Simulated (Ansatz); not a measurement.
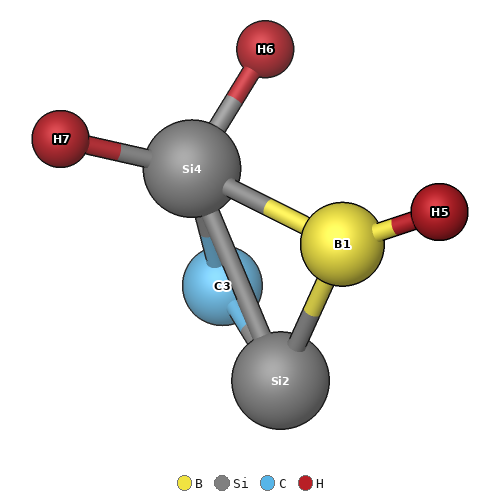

The system is CH₃BSi₂; the picture shows the grid point nearest to the relaxed geometry. Two internal coordinates are moved rigidly from the geometry relaxed at PBE0-D4/def2-TZVP, all others fixed. The first coordinate is: bond Si4–H7; the second: angle H6–Si4–Si2. The scan uses a 7 × 7 grid. Points are written as (first, second). Energies: eV, counted from the lowest grid point. Method: Ansatz 0.2.0, RHF-CCSD(T), frozen core/def2-TZVPP.

Its coordinates:

```xyz
7

B    -0.3186   -0.2110   -1.2334
Si   -0.1162   -1.7728   -0.1101
C    -0.3263   -1.0303    1.4753
Si    0.4506    0.4277    0.5486
H    -0.9898    0.1687   -2.1349
H    -0.5453    1.5299    0.6994
H     1.8520    0.8897    0.7559
```

Range: bond Si4–H7 from 1.305 to 2.076 Å; angle H6–Si4–Si2 from 105.7 to 141.7°.

**Predict the map.**

The lowest grid point is at (1.490 Å, 123.7°). It is the only kind of minimum in the scanned range. The highest grid point, (2.076 Å, 105.7°), lies 1.71 eV above the lowest. Round the minimum the two coordinates are nearly uncoupled.

```tsv
angle H6–Si4–Si2 ↓, bond Si4–H7 →	1.305	1.380	1.490	1.618	1.760	1.913	2.076
141.7	0.58	0.31	0.20	0.32	0.64	1.08	1.57
135.7	0.45	0.19	0.08	0.22	0.55	0.99	1.50
129.7	0.37	0.12	0.02	0.16	0.50	0.95	1.46
123.7	0.35	0.10	0.00	0.15	0.49	0.95	1.47
117.7	0.37	0.12	0.03	0.18	0.53	0.99	1.51
111.7	0.45	0.20	0.11	0.26	0.61	1.08	1.59
105.7	0.57	0.32	0.23	0.38	0.73	1.20	1.71
```

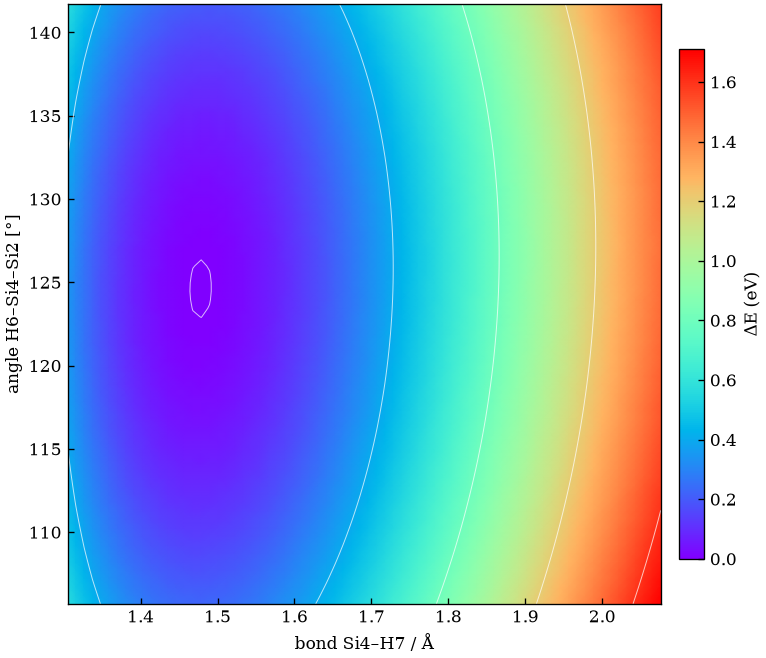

In the figure: a smooth colour map with a few white contour lines. Between grid points the surface is interpolated.
